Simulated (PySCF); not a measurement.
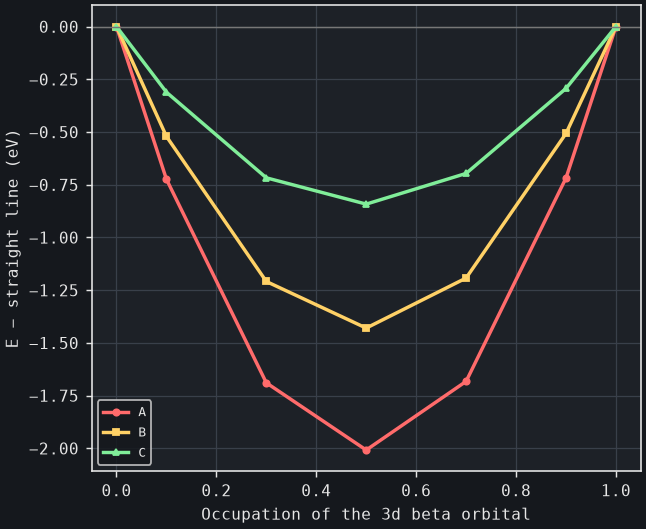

One 3d beta orbital of Ni²⁺ ([Ar] 3d⁸) is emptied in steps. The plot gives the energy less the straight line between the integer ends. PySCF, aug-pcseg-2, non-relativistic, unrestricted single determinants, no spin-orbit coupling. The curves are LC-wPBE, PBE0 and r2SCAN in some order.

### Which curve is which method, and what does its shape mean?

A is r2SCAN: convex (delocalisation error), largest departure −2.0 eV, removal energy 36.03 eV; B is PBE0: convex (delocalisation error), largest departure −1.4 eV, removal energy 35.91 eV; C is LC-wPBE: convex (delocalisation error), largest departure −0.84 eV, removal energy 36.26 eV. The measured removal energy is 35.19 eV. The exact energy is a straight line between whole electron numbers.
